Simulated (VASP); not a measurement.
Energy against volume of AlN (zinc blende). Method: LDA (Ceperley-Alder, Perdew-Zunger), VASP's LDA PAW potentials (set 64) (plane waves; VASP).

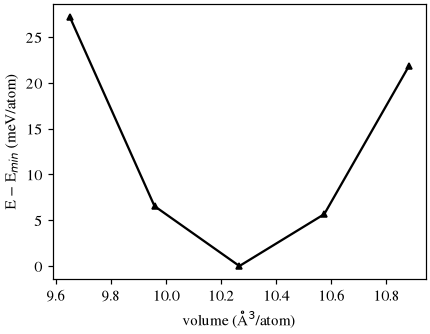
Energy against volume

### Question
Estimate the equilibrium volume and the bulk modulus.

### Answer
The minimum lies near 10.3 Å³/atom, and the curvature gives B0 of about 210 GPa.

The compound is AlN in the zinc blende structure, a metastable form; wurtzite is the usual one. It was relaxed first.
